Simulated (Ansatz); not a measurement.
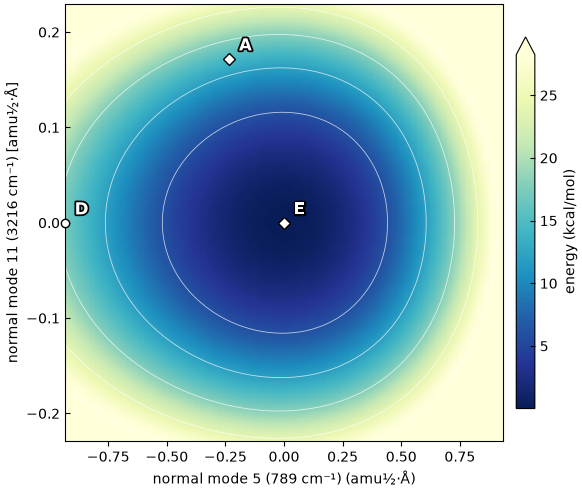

C₂H₃Si, SMILES C1=C[SiH]1, spin multiplicity 2. First axis: normal mode 5 (789 cm⁻¹). Second axis: normal mode 11 (3216 cm⁻¹). Nothing is relaxed (straight displacements along the two mass-weighted modes). The grid has 9 × 9 points; 45 points were computed and 36 follow by symmetry. Points are written as (first, second). Energies: kcal/mol, counted from the lowest grid point. All numbers below come from Ansatz 0.2.0, UHF-MP2, frozen core/def2-TZVP.

In the figure: a smooth colour map with a few white contour lines, one colour for all values above the top of the scale, lettered points. Between grid points the surface is interpolated.

Is D the lowest point of the computed grid?

Answer. No. D lies 17.2 kcal/mol above the lowest grid point, which is at (0.000 amu½·Å, 0.000 amu½·Å).

What kind of point is each of A, E: minimum, saddle, maximum or slope?

Answer. A: on a slope; E: minimum. (In these two coordinates alone; a stationary point may lie a little off the grid point.)

Rank the lettered points by energy, lowest first.

Answer. E (0.0 kcal/mol), A (14.6 kcal/mol), D (17.2 kcal/mol).
